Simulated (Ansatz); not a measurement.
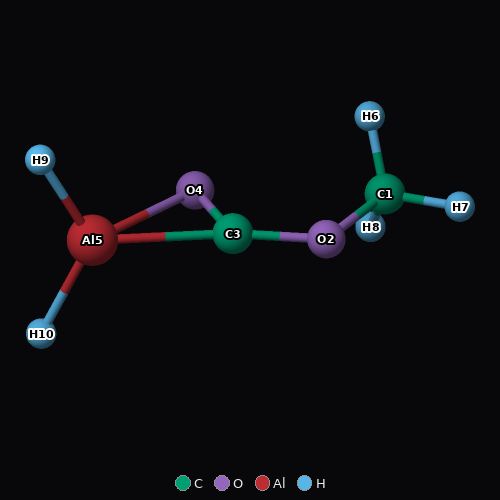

The system is C2H5AlO2; the picture shows the reference structure. Coordinates scanned: (1) dihedral C1–O2–C3–O4; (2) dihedral H6–C1–O2–C3. Nothing is relaxed (all other coordinates rigid). Grid: 12 × 11 points. Points are written as (first, second). Energies: kJ/mol, counted from the relaxed molecule at the same level. Method: RKS PBE0-D4/def2-TZVP in Ansatz.

Its coordinates:

```yaml
atoms:
  - { symbol: C, position_ang: [-1.0473, -1.6021, -0.0230] }
  - { symbol: O, position_ang: [-1.0420, -0.2918, 0.5785] }
  - { symbol: C, position_ang: [-0.0583, 0.4962, 0.2770] }
  - { symbol: O, position_ang: [0.8584, 0.1262, -0.5142] }
  - { symbol: Al, position_ang: [1.2338, 1.9293, 0.0644] }
  - { symbol: H, position_ang: [-0.1523, -2.1519, 0.2662] }
  - { symbol: H, position_ang: [-1.9400, -2.0898, 0.3580] }
  - { symbol: H, position_ang: [-1.0861, -1.5168, -1.1085] }
  - { symbol: H, position_ang: [2.3909, 2.0247, 1.1352] }
  - { symbol: H, position_ang: [0.9259, 3.0248, -1.0308] }
```

Range: dihedral C1–O2–C3–O4 from −180 to 150°; dihedral H6–C1–O2–C3 from −30 to 150°.

Q: What landscape does the calculation give?

A: The lowest grid point is at (0°, 60°), 0 kJ/mol from the relaxed molecule at the same level. The energy also falls towards the edge at (0°, −30°) (4.8 kJ/mol above the lowest) and (0°, 150°) (4.9 kJ/mol above the lowest), where a further well may lie outside the range. The highest grid point, (−90°, 132°), lies 74 kJ/mol above the lowest. On the interpolated surface the easiest way out of the lowest well to its copy in the next cell or period passes a barrier of about 66 kJ/mol.

| dihedral H6–C1–O2–C3 ↓, dihedral C1–O2–C3–O4 → | −180 | −150 | −120 | −90 | −60 | −30 | 0 | 30 | 60 | 90 | 120 | 150 |
| --- | --- | --- | --- | --- | --- | --- | --- | --- | --- | --- | --- | --- |
| 150 | 10 | 27 | 58 | 73 | 52 | 19 | 5 | 21 | 56 | 71 | 51 | 21 |
| 132 | 9 | 25 | 58 | 74 | 52 | 19 | 6 | 21 | 56 | 73 | 53 | 21 |
| 114 | 8 | 22 | 55 | 73 | 53 | 18 | 5 | 20 | 54 | 74 | 55 | 22 |
| 96 | 8 | 20 | 51 | 70 | 52 | 17 | 3 | 19 | 52 | 71 | 55 | 23 |
| 78 | 9 | 20 | 49 | 67 | 51 | 17 | 1 | 18 | 50 | 68 | 53 | 23 |
| 60 | 9 | 22 | 50 | 67 | 50 | 17 | 0 | 17 | 50 | 67 | 50 | 22 |
| 42 | 9 | 23 | 53 | 68 | 50 | 18 | 1 | 17 | 51 | 67 | 49 | 20 |
| 24 | 8 | 23 | 55 | 72 | 52 | 19 | 3 | 17 | 52 | 70 | 51 | 21 |
| 6 | 8 | 22 | 55 | 74 | 54 | 20 | 5 | 18 | 53 | 73 | 55 | 22 |
| −12 | 9 | 21 | 53 | 73 | 56 | 21 | 6 | 19 | 52 | 74 | 58 | 25 |
| −30 | 10 | 22 | 51 | 71 | 56 | 21 | 5 | 19 | 51 | 73 | 58 | 27 |

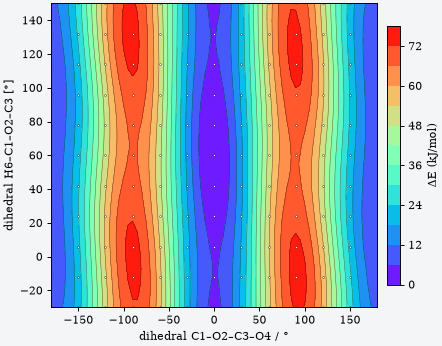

Drawn: filled contours, dots at the grid points. Between grid points the surface is interpolated.

Each point was launched as `ansatz run input.yaml --threads 1 --pin off --max-ram 2560MiB --backend cpu --events-out ev --progress --plain --runs-dir out`. Time for the 132 points that were run: 22 min on 1 thread of Arm Neoverse V2 (shared host).
